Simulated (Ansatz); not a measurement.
**C3H9BSi: density, localisation and related maps**

```yaml
atoms:
  - { symbol: B, position_ang: [0.0776, 1.5465, 1.2547] }
  - { symbol: C, position_ang: [-0.1718, 0.0438, 0.9576] }
  - { symbol: C, position_ang: [-1.0299, -0.6298, 1.7782] }
  - { symbol: Si, position_ang: [0.6689, -0.8305, -0.5080] }
  - { symbol: C, position_ang: [0.1879, -0.0245, -2.1590] }
  - { symbol: H, position_ang: [0.8099, 2.2279, 0.5600] }
  - { symbol: H, position_ang: [-0.4766, 2.0655, 2.2088] }
  - { symbol: H, position_ang: [-1.2749, -1.7005, 1.6468] }
  - { symbol: H, position_ang: [-1.5249, -0.1181, 2.6245] }
  - { symbol: H, position_ang: [0.2739, -2.2937, -0.5024] }
  - { symbol: H, position_ang: [2.1702, -0.7451, -0.3325] }
  - { symbol: H, position_ang: [0.7210, -0.5128, -2.9999] }
  - { symbol: H, position_ang: [-0.9029, -0.1090, -2.3411] }
  - { symbol: H, position_ang: [0.4585, 1.0512, -2.1586] }
```

The calculation used RKS PBE/cc-pVDZ in Ansatz.

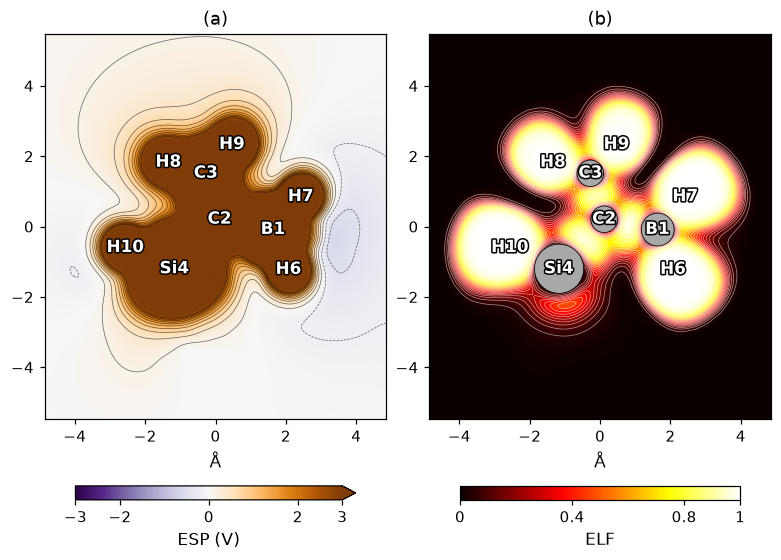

Figure 1. (a) molecular electrostatic potential; (b) ELF on the plane of atoms C2, Si4 and H10. Grey discs cover the atomic cores in the ELF map.

Question: What do the fields say about this system?

Answer: The section cuts through B, C, Si and H sites.
C–C (1.37 Å): the ELF peaks at about 0.90 between the atoms (localised, covalent bonding).
C–B (1.55 Å): the ELF peaks at about 1 between the atoms (a shared electron pair).
C–Si (1.90 Å): the ELF peaks at about 0.95 between the atoms, as expected for a covalent bond.
C–H (1.11 Å): the ELF climbs to about 1 towards the hydrogen, as it does in any bond to H (a covalent bond by its length).
B–H (1.22 Å): the ELF climbs to about 1 towards the hydrogen: a covalent bond by its length.
Outside the dense part of the molecule the potential is most negative (−0.6 V) near H6.

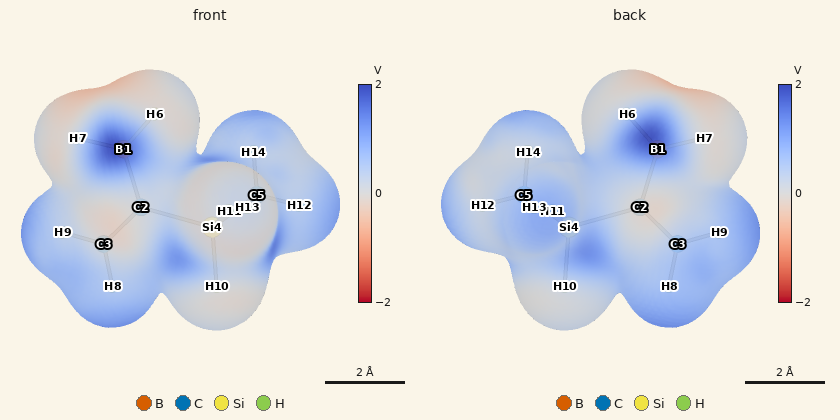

Figure 2. The molecular electrostatic potential painted on the density surface at 0.004 e/bohr³, seen from the front and from behind; the colour scale runs from red (negative) to blue (positive).

Question: Describe the electrostatic potential map.

Answer: The most negative region (about −0.5 V, or −12 kcal/mol for a unit charge) lies over H7, the most positive (about +1.8 V, or +42 kcal/mol for a unit charge) over B1.

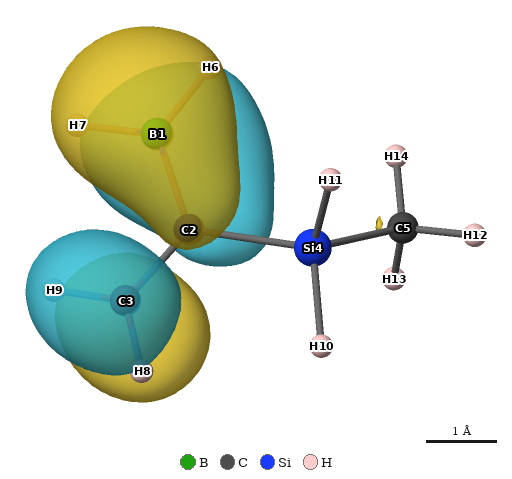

Figure 3. The LUMO at ±0.08 Å⁻³ᐟ² (yellow and cyan are the two phases), seen at a tilt.

Question: Describe this orbital and give its energy.

Answer: It lies mainly on B1 (about 40 %), C3 (about 30 %) and C2 (about 15 %). Its energy is −3.10 eV.
